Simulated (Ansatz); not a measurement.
# KNiF3 (cubic perovskite) (Pm-3m): how robust is the cRPA U?

Aim: hold the target of a cRPA run on KNiF3 (cubic perovskite) (Pm-3m) and move one thing at a time.

Program: Ansatz 0.2.0. Level of theory: constrained RPA on LDA, plane waves, PAW. Results are calculated unless marked as measured.

## (1) Set-up

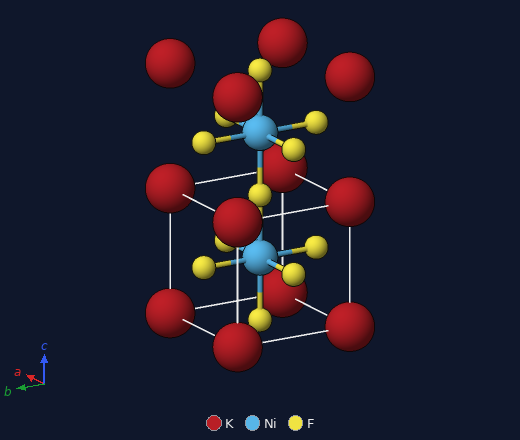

The cell as given, from a free direction (potassium red, nickel blue, fluorine yellow). 1×1×2 cells are drawn. Some periodic images of atoms are drawn too.

The structure was relaxed with LDA. The structure type comes from a generator and need not be one that this composition takes. The structure was generated from a model, not taken from a measurement. The runs that relaxed it are not among those shown. The program's search for lower electronic states was switched off, so nothing shows that the state found is the lowest. The default PAW set here is soft_2. Its files were made with PBE.

## (2) Base: Ni d, bands v4 to c1, 4×4×4 mesh, medium accuracy

Constrained RPA screens the interaction with every transition except those inside the target bands, which a later many-body model would treat itself.

input.yaml reads:

```yaml
crystal:
  lattice:
    - [0.0, -3.87496653, 0.0]
    - [0.0, 0.0, 3.87496653]
    - [-3.87496653, 0.0, 0.0]
  atoms:
    - { symbol: K, position: [0.0, 0.0, 0.0] }
    - { symbol: Ni, position: [0.5, 0.5, 0.5] }
    - { symbol: F, position: [0.5, 0.5, 0.0] }
    - { symbol: F, position: [0.5, 0.0, 0.5] }
    - { symbol: F, position: [0.0, 0.5, 0.5] }
kpoints:
  mp_grid: { grid: [6, 6, 6] }
hamiltonian:
  xc: lda
scf:
  occupations: { method: gaussian, width: 0.08 }
  n_extra_bands: 19
  max_iter: 150
  lower_state_search: "off"
output:
  crpa:
    kmesh: [4, 4, 4]
    target_bands: [v4, c1]
    projections: [{ species: Ni, l: d, shell: 3 }]
  local_orbitals:
    kmesh: [8, 8, 8]
    orbitals: [{ species: Ni, l: d, shell: 3 }]
    window: { bands: [v4, c1] }
    seedname: lo
```

Command:

```
> ansatz run input.yaml --threads 4 --pin off --max-ram 9216MiB --backend cpu --events-out ev --progress --plain --runs-dir out
```

Numbers of over 12 decimals in the logs are rounded to 6 here.

The log of the run:

```text
scf.n_extra_bands = 19 over 24 filled bands (N_el = 48.0): the run solves 43 bands
Engine: ansatz 0.2.0, x86_64-unknown-linux-gnu
Pseudopotentials: kind: paw
Pseudopotential: K, paw, valence charge 9, recommended cutoff 420 eV (normal), K.paw.azcp
Pseudopotential: Ni, paw, valence charge 18, recommended cutoff 420 eV (normal), Ni.paw.azcp
Pseudopotential: F, paw, valence charge 7, recommended cutoff 420 eV (normal), F.paw.azcp
Functional definition: SPW92
  exchange = slater_x
  correlation = pw_c
Crystal: 5 atoms, lattice volume = 58.184 Å³
Basis set: ecut = 420 eV, 1141 PW (Γ)
Bands: 43, of which v1, the nominal top of the filled ones, is band 24 counted from 1 (23 counted from 0)
Symmetry: 48 space group operations
Space group: Pm-3m (ITA 221), of the structure as read, at distance tolerance 3.9e-5 Å
k-points: 20 of 216
Non-local potential: K, projectors of the file, l = 0: 3, l = 1: 2, l = 2: 2
Non-local potential: Ni, projectors of the file, l = 0: 3, l = 1: 2, l = 2: 3, l = 3: 1
Non-local potential: F, projectors of the file, l = 0: 2, l = 1: 2, l = 2: 1
PAW form: soft (Blöchl's): semilocal exchange-correlation on the pseudo side does not see the compensation charge
PAW frozen core: K, regenerated for the run's functional, and the local potential with it (the file was generated under x = pbe(κ = 0.804, μ = 0.219515), c = pbe(β = 0.066725))
PAW frozen core: Ni, regenerated for the run's functional, and the local potential with it (the file was generated under x = pbe(κ = 0.804, μ = 0.219515), c = pbe(β = 0.066725))
PAW frozen core: F, regenerated for the run's functional, and the local potential with it (the file was generated under x = pbe(κ = 0.804, μ = 0.219515), c = pbe(β = 0.066725))
PAW one-centre angular grid: K, 110 points (default); XC on 64 Gauss nodes
PAW one-centre angular grid: Ni, 590 points (default); XC on 64 Gauss nodes
PAW one-centre angular grid: F, 110 points (default); XC on 64 Gauss nodes
Initial density: superposition of atomic densities (neutral atoms: chi_scale 0, normalization atom), corrected by the library's trained network
Initial wavefunctions: pseudopotential atomic-orbital guess
Functional: x = slater, c = lda
SCF iter   1: F=—  HF=-9653.242669 eV  |F-HF|=—  |Δ(HF+E_count)|=         —  Δρ=2.36e-2  dr2=1.95e-1  ethr=1.77e-3  ⟨swp⟩=5.5  Hψ=3778  notcnv=0  defer=155
preconditioner: auto → LDOS  [insulator: Δε(μ)=0.138 eV  Ē_g=22.511 eV  σ=0.080 eV  W_gap=0.63  n_scr=18 (ndim 8)  ℏωp=30.8 eV  f_vac=0.045  D(μ)=1.60/eV (n_scr^D=6)  ε∞_Penn≈2.9  β→1.0]
SCF iter   2: F=—  HF=-9653.311553 eV  |F-HF|=—  |Δ(HF+E_count)|=   6.89e-2  Δρ=3.51e-2  dr2=3.65e-1  ethr=4.07e-4  ⟨swp⟩=2.4  Hψ=1648  notcnv=0  defer=240
[...]
NSCF: frozen V_eff on 38 k-points
NSCF: frozen V_eff on 10 k-points
[...]
cRPA screening: q 1/64
cRPA screening: q 2/64
cRPA screening: q 8/64 (q-point 3)
cRPA screening: q 11/64 (q-point 6)
cRPA screening: q 23/64 (q-point 7)
cRPA screening: q 35/64 (q-point 11)
cRPA screening: q 38/64 (q-point 22)
cRPA screening: q 46/64 (q-point 23)
cRPA screening: q 58/64 (q-point 27)
cRPA screening: q 64/64 (q-point 43)
SCF converged after 7 iterations
Free energy (F): -9653.177155 eV
Harris-Foulkes:  -9653.177155 eV  (|F-HF|=7.80e-8)
Internal energy: -9653.172080 eV  (E = F + TS)
E sigma→0 (E₀):  -9653.174618 eV
Entropy (-TS):   -0.005075 eV (-1.015 meV/atom)
Fermi energy:    8.098914 eV
--- Per-component energies (eV) ---
  E_band       = -574.384806
  E_kinetic    = 1150.935071
  E_local      = -6958.817177  (includes V_loc(G=0)·N_el)
  E_nonlocal   = 890.909964
  E_hartree    = 2840.534933
  E_xc         = -450.470836
  E_vxc        = -574.523848  (∫ρ·V_xc dr)
  E_paw        = -2872.411627  (= ΣΔE_a)
  E_vpaw       = -763.984778  (= ΣTr[D̂ρ^β])
  E_aug_tail   = 0.006208  (compensation charges beyond the density's cutoff)
  E_ewald      = -4254.889992
  E_core_change = 1.031376  (= ΣΔE_core)
  E_smearing   = -0.005075  (= −TS)
  E_closure    = -0.000000  (closes the sum)
  Σ components = -9653.177155   (vs F -9653.177155, Δ=0.00e0)
--- Band table (eV; the first three rows and the last of 20) ---
  k-point 0: bands = [... 20 lower, 6.6496, 6.6496, 6.6496, 7.1238, 7.1238, 11.6270, 14.4739, 14.4739, ... 15 higher]
  k-point 1: bands = [... 20 lower, 6.6557, 6.8424, 6.8424, 7.1245, 7.4941, 12.1637, 14.7420, 14.8136, ... 15 higher]
  k-point 2: bands = [... 20 lower, 6.6678, 7.1260, 7.1842, 7.1842, 8.0208, 13.4927, 15.3067, 15.3890, ... 15 higher]
  k-point 19: bands = [... 20 lower, 7.6678, 7.6678, 7.6678, 9.4425, 9.4425, 14.9497, 14.9497, 14.9497, ... 15 higher]
--- cRPA (band scheme, projected local orbitals): target bands 21..25 (1-based), 5 Wannier function(s), 4×4×4 mesh, 50 bands' worth read of 55 solved, ecut_chi 136.0 eV, v(q+G=0) probe_charge, pair densities all_electron ---
  bands read: the sum over 50 bands ends inside a degenerate multiplet in 1 slot, whose members it reads at an even weight; the widest, k=42: bands 49 to 51 (counted from 1) at 2/3 each
  χ-basis size per q: N_G = 203..228
  window electrons = 8.0000, filled by tetrahedron_uncorrected; constrained ε̄⁻¹(q = 0, 0) head = 0.422019; min gauge Gram eig = 0.6774
  Kanamori averages over each shell's own Wannier functions (sites counted from 0, functions from 1):
    Site 1, 3D, 5 of 5 d orbitals (Wannier functions 1, 2, 3, 4, 5; wannier90's mr 1, 2, 3, 4, 5):
      screened: U = 8.2305 eV, U' = 6.9309 eV, J = 0.6487 eV
      screened d-shell averages: U_bar = F0 = 7.1908 eV, J_bar = 0.9086 eV
      screened, to within: U = 2.8e-2 eV, U' = 2.8e-2 eV, J = 1.1e-3 eV
      screened d-shell averages, to within: U_bar = 2.6e-2 eV, J_bar = 1.6e-3 eV
      bare: V = 23.2728 eV, V' = 21.6645 eV, J = 0.7809 eV
      bare d-shell averages: V_bar = F0 = 21.9861 eV, J_bar = 1.1026 eV
  Hermiticity witness max|P − P†| over intra, direct and exchange elements: 2.31e-14 eV (screened), 7.11e-15 eV (bare)
  Reality witness max|Im| over intra, direct and exchange elements: 1.98e-18 eV (screened), 7.99e-19 eV (bare)
```

Elapsed: 83 s, on 4 threads of Intel Xeon Platinum 8259CL at 2.50GHz (Skylake/Cascade Lake), shared host; peak memory 0.62 GiB; 4.8 min of CPU time.

Numbers from this step:

* U: 8.231 eV
* U prime (inter-orbital): 6.931 eV
* J: 0.6487 eV
* bare V: 23.27 eV
* bare J: 0.7809 eV
* stated bound on U: 0.02764 eV
* U over bare V: 0.3537
* electrons in the window: 8.000
* head of the constrained inverse dielectric matrix: 0.4220
* least eigenvalue of the projection's overlap: 0.6774
* target functions: 5
* bands in the sums: 50
* r.m.s. miss of the model bands: 1.05e-4 eV
* width of the target bands: 2.793 eV
* weight of the projected orbitals in the window: 0.8658

On the Ni d shell, screening brings the on-site interaction from 23.3 eV down to U = 8.23 eV.

## (3) Changed: 6×6×6 mesh

Changes to input.yaml since step 2:

```diff
@@ -22,9 +22,4 @@
   crpa:
-    kmesh: [4, 4, 4]
+    kmesh: [6, 6, 6]
     target_bands: [v4, c1]
     projections: [{ species: Ni, l: d, shell: 3 }]
-  local_orbitals:
-    kmesh: [8, 8, 8]
-    orbitals: [{ species: Ni, l: d, shell: 3 }]
-    window: { bands: [v4, c1] }
-    seedname: lo
```

The log of the run:

```text
[...]
Crystal: 5 atoms, lattice volume = 58.184 Å³
Basis set: ecut = 420 eV, 1141 PW (Γ)
Bands: 43, of which v1, the nominal top of the filled ones, is band 24 counted from 1 (23 counted from 0)
Symmetry: 48 space group operations
[...]
k-points: 20 of 216
[...]
SCF iter   1: F=—  HF=-9653.242669 eV  |F-HF|=—  |Δ(HF+E_count)|=         —  Δρ=2.36e-2  dr2=1.95e-1  ethr=1.77e-3  ⟨swp⟩=5.5  Hψ=3778  notcnv=0  defer=155
[...]
SCF iter   7: F=-9653.177155 eV  HF=-9653.177155 eV  |F-HF|=7.80e-8  |Δ(HF+E_count)|=   9.43e-8  Δρ=1.36e-5  dr2=8.39e-8  ethr=2.08e-10  ⟨swp⟩=9.3  Hψ=4080  notcnv=0
SCF 1 converged in 7 iterations: F = -9653.177155 eV  dr2 = 8.39e-8
[...]
NSCF: frozen V_eff on 20 k-points
[...]
cRPA screening: q 1/216
cRPA screening: q 2/216
cRPA screening: q 8/216 (q-point 3)
cRPA screening: q 14/216 (q-point 4)
cRPA screening: q 17/216 (q-point 8)
[...]
E sigma→0 (E₀):  -9653.174618 eV
Entropy (-TS):   -0.005075 eV (-1.015 meV/atom)
Fermi energy:    8.098914 eV
[...]
--- Band table (eV; the first three rows and the last of 20) ---
  k-point 0: bands = [... 20 lower, 6.6496, 6.6496, 6.6496, 7.1238, 7.1238, 11.6270, 14.4739, 14.4739, ... 15 higher]
  k-point 1: bands = [... 20 lower, 6.6557, 6.8424, 6.8424, 7.1245, 7.4941, 12.1637, 14.7420, 14.8136, ... 15 higher]
  k-point 2: bands = [... 20 lower, 6.6678, 7.1260, 7.1842, 7.1842, 8.0208, 13.4927, 15.3067, 15.3890, ... 15 higher]
  k-point 19: bands = [... 20 lower, 7.6678, 7.6678, 7.6678, 9.4425, 9.4425, 14.9497, 14.9497, 14.9497, ... 15 higher]
[...]
χ-basis size per q: N_G = 196..228
[...]
screened: U = 8.2766 eV, U' = 6.9773 eV, J = 0.6484 eV
      screened d-shell averages: U_bar = F0 = 7.2372 eV, J_bar = 0.9083 eV
      screened, to within: U = 2.8e-2 eV, U' = 2.8e-2 eV, J = 1.1e-3 eV
      screened d-shell averages, to within: U_bar = 2.7e-2 eV, J_bar = 1.5e-3 eV
      bare: V = 23.2496 eV, V' = 21.6420 eV, J = 0.7804 eV
      bare d-shell averages: V_bar = F0 = 21.9635 eV, J_bar = 1.1020 eV
[...]
[key lines of the parts left out:]
SCF converged after 7 iterations
Free energy (F): -9653.177155 eV
```

Elapsed: 8.1 min, on 4 threads; peak memory 0.82 GiB; 28 min of CPU time.

This step gave:

```yaml
u: 8.277 eV
u_prime_inter_orbital: 6.977 eV
j: 0.6484 eV
bare_v: 23.25 eV
bare_j: 0.7804 eV
stated_bound_on_u: 0.02779 eV
u_over_bare_v: 0.3560
electrons_in_the_window: 8.000
head_of_the_constrained_inverse_dielectric_matrix: 0.4208
least_eigenvalue_of_the_projection_s_overlap: 0.6774
target_functions: 5
bands_in_the_sums: 50
width_of_the_target_bands: 2.793 eV
weight_of_the_projected_orbitals_in_the_window: 0.8658
```

On the Ni d shell, screening brings the on-site interaction from 23.2 eV down to U = 8.28 eV.

## (4) Changed: 2×2×2 mesh

Changes to input.yaml since step 3:

```diff
@@ -22,3 +22,3 @@
   crpa:
-    kmesh: [6, 6, 6]
+    kmesh: [2, 2, 2]
     target_bands: [v4, c1]
```

The log of the run:

```text
[...]
Crystal: 5 atoms, lattice volume = 58.184 Å³
Basis set: ecut = 420 eV, 1141 PW (Γ)
Bands: 43, of which v1, the nominal top of the filled ones, is band 24 counted from 1 (23 counted from 0)
Symmetry: 48 space group operations
[...]
k-points: 20 of 216
[...]
χ-basis size per q: N_G = 203..228
[...]
screened: U = 8.7604 eV, U' = 7.4333 eV, J = 0.6616 eV
      screened d-shell averages: U_bar = F0 = 7.6988 eV, J_bar = 0.9271 eV
      screened, to within: U = 2.2e-2 eV, U' = 2.2e-2 eV, J = 1.1e-3 eV
      screened d-shell averages, to within: U_bar = 2.0e-2 eV, J_bar = 1.6e-3 eV
      bare: V = 23.7023 eV, V' = 22.0733 eV, J = 0.7952 eV
      bare d-shell averages: V_bar = F0 = 22.3991 eV, J_bar = 1.1210 eV
[...]
[key lines of the parts left out:]
SCF converged after 7 iterations
Free energy (F): -9653.177155 eV
Fermi energy:    8.098914 eV
```

Wall time 9.9 s (4 threads); peak memory 0.53 GiB.

Numbers from this step:

```
U                                                 : 8.760 eV
U prime (inter-orbital)                           : 7.433 eV
J                                                 : 0.6616 eV
bare V                                            : 23.70 eV
bare J                                            : 0.7952 eV
stated bound on U                                 : 0.02136 eV
U over bare V                                     : 0.3696
electrons in the window                           : 8.000
head of the constrained inverse dielectric matrix : 0.4013
least eigenvalue of the projection's overlap      : 0.6774
target functions                                  : 5
bands in the sums                                 : 50
width of the target bands                         : 2.793 eV
weight of the projected orbitals in the window    : 0.8658
```

On the Ni d shell, screening brings the on-site interaction from 23.7 eV down to U = 8.76 eV.

## (5) Changed: accuracy high

Changes to input.yaml since step 4:

```diff
@@ -22,4 +22,5 @@
   crpa:
-    kmesh: [2, 2, 2]
+    kmesh: [4, 4, 4]
     target_bands: [v4, c1]
     projections: [{ species: Ni, l: d, shell: 3 }]
+    accuracy: high
```

The log of the run:

```text
[...]
Crystal: 5 atoms, lattice volume = 58.184 Å³
Basis set: ecut = 420 eV, 1141 PW (Γ)
Bands: 43, of which v1, the nominal top of the filled ones, is band 24 counted from 1 (23 counted from 0)
Symmetry: 48 space group operations
[...]
k-points: 20 of 216
[...]
χ-basis size per q: N_G = 203..228
[...]
screened: U = 8.2326 eV, U' = 6.9327 eV, J = 0.6488 eV
      screened d-shell averages: U_bar = F0 = 7.1927 eV, J_bar = 0.9088 eV
      screened, to within: U = 1.3e-3 eV, U' = 1.3e-3 eV, J = 1.1e-4 eV
      screened d-shell averages, to within: U_bar = 1.1e-3 eV, J_bar = 1.5e-4 eV
      bare: V = 23.2728 eV, V' = 21.6645 eV, J = 0.7809 eV
      bare d-shell averages: V_bar = F0 = 21.9861 eV, J_bar = 1.1026 eV
[...]
[key lines of the parts left out:]
SCF converged after 7 iterations
Free energy (F): -9653.177155 eV
Fermi energy:    8.098914 eV
```

Wall time 2.2 min (4 threads); peak memory 0.69 GiB.

This step gave:

```yaml
u: 8.233 eV
u_prime_inter_orbital: 6.933 eV
j: 0.6488 eV
bare_v: 23.27 eV
bare_j: 0.7809 eV
stated_bound_on_u: 0.001233 eV
u_over_bare_v: 0.3537
electrons_in_the_window: 8.000
head_of_the_constrained_inverse_dielectric_matrix: 0.4220
least_eigenvalue_of_the_projection_s_overlap: 0.6774
target_functions: 5
bands_in_the_sums: 50
width_of_the_target_bands: 2.793 eV
weight_of_the_projected_orbitals_in_the_window: 0.8658
```

On the Ni d shell, screening brings the on-site interaction from 23.3 eV down to U = 8.23 eV.

## (6) Changed: smooth pair densities

Changes to input.yaml since step 5:

```diff
@@ -25,2 +25,2 @@
     projections: [{ species: Ni, l: d, shell: 3 }]
-    accuracy: high
+    pair_densities: pseudo
```

The log of the run:

```text
[...]
Crystal: 5 atoms, lattice volume = 58.184 Å³
Basis set: ecut = 420 eV, 1141 PW (Γ)
Bands: 43, of which v1, the nominal top of the filled ones, is band 24 counted from 1 (23 counted from 0)
Symmetry: 48 space group operations
[...]
k-points: 20 of 216
[...]
screened, to within: U = 4.7e-3 eV, U' = 4.7e-3 eV, J = 2.3e-4 eV
      screened d-shell averages, to within: U_bar = 4.3e-3 eV, J_bar = 3.1e-4 eV
      screened, sum over states alone: U = 9.4621 eV, U' = 7.9126 eV, J = 0.7616 eV
      screened d-shell averages, sum over states alone: U_bar = F0 = 8.2225 eV, J_bar = 1.0715 eV
      bare: V = 23.2728 eV, V' = 21.6645 eV, J = 0.7809 eV
      bare d-shell averages: V_bar = F0 = 21.9861 eV, J_bar = 1.1026 eV
[...]
[key lines of the parts left out:]
SCF converged after 7 iterations
Free energy (F): -9653.177155 eV
Fermi energy:    8.098914 eV
```

The job ended after 1.7 min (4 threads; peak memory 0.55 GiB).

This step gave:

```
U                                                 : 8.324 eV
U prime (inter-orbital)                           : 6.919 eV
J                                                 : 0.7036 eV
bare V                                            : 23.27 eV
bare J                                            : 0.7809 eV
stated bound on U                                 : 0.004619 eV
U over bare V                                     : 0.3577
electrons in the window                           : 8.000
head of the constrained inverse dielectric matrix : 0.4228
least eigenvalue of the projection's overlap      : 0.6774
target functions                                  : 5
bands in the sums                                 : 50
width of the target bands                         : 2.793 eV
weight of the projected orbitals in the window    : 0.8658
```

On the Ni d shell, screening brings the on-site interaction from 23.3 eV down to U = 8.32 eV.

## (7) Changed: a keyword of another program

Changes to input.yaml since step 6:

```diff
@@ -25,2 +25,2 @@
     projections: [{ species: Ni, l: d, shell: 3 }]
-    pair_densities: pseudo
+    LDISENTANGLED: 1
```

The log of the run:

```text
Error: YAML parse error: error: line 26 column 5: unknown field `LDISENTANGLED`, expected one of accuracy, bounded_pairs, pair_densities, n_empty_bands, n_guard_bands, ecut_chi, kmesh, target_bands, projections
  --> <input>:26:5
   |
24 |     target_bands: [v4, c1]
25 |     projections: [{ species: Ni, l: d, shell: 3 }]
26 |     LDISENTANGLED: 1
   |     ^ unknown field `LDISENTANGLED`, expected one of accuracy, bounded_pairs, pair_densities, n_empty_bands, n_guard_bands, ecut_chi, kmesh, target_bands, projections
```

Run time: 0.03 s. Hardware: 4 threads; peak memory 0.03 GiB.

The input was rejected at the start.

The program's message: “Error: YAML parse error: error: line 26 column 5: unknown field `LDISENTANGLED`, expected one of accuracy, bounded_pairs, pair_densities, n_empty_bands, n_guard_bands, ecut_chi, kmesh, target_bands, p …”

The fault put into this input: a keyword of another program.

(Part 1 of 2 ends here.)

[Paths, hosts, dates, memory and timing lines, banners, echoed tables and standing remarks are left out of the program output.]

[Logs are printed without paths, hosts, clocks, repeated set-up lines and the standing remarks that a program may print on its own settings, such as how far it seeks lower states.]

[Runs of the session that timed out or met a known fault of the program may be left out.]

[Hosts, paths, dates, database ids (printed as entryN), source tags and the programs' standing remarks are cut or masked in the printed files.]
